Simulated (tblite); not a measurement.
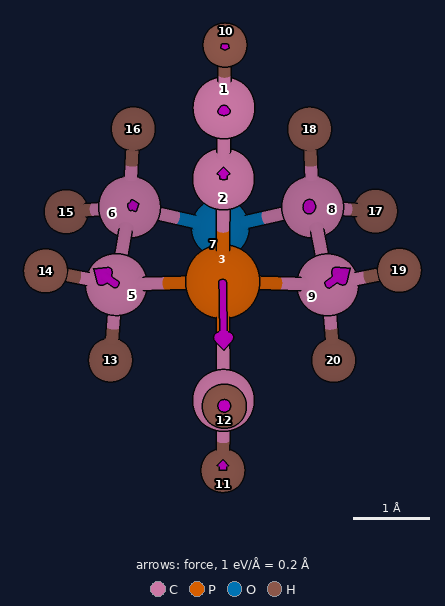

Starting geometry of C7H11OP with the computed forces as purple arrows. A ball-and-stick model, seen from a free direction.

Computed with tblite, GFN2-xTB geometry optimisation, gas phase. 

Q: Is this structure relaxed? If not, where do the atoms go?

A: It isn't relaxed: the largest force vector, on the P atom, is 6.15 eV/Å. The final displacements have little in common with the starting forces (cosine between the two patterns 0.22). The largest move after the best rigid fit is that of an H atom, 0.68 Å. Largest moves by element: H 0.68 Å, C 0.53 Å, P 0.33 Å, O 0.27 Å. Among the contacts that change: C–P 1.760 → 1.889 Å, C–P 1.762 → 1.832 Å, C–O 1.444 → 1.405 Å, C–P 1.735 → 1.700 Å. Bond angles that change, for instance: C–P–C 104.4° → 133.9°, C–P–C 113.9° → 99.6°, P–C–H 122.0° → 110.8°. After 92 geometry steps the energy has fallen by 112.5 kJ/mol.
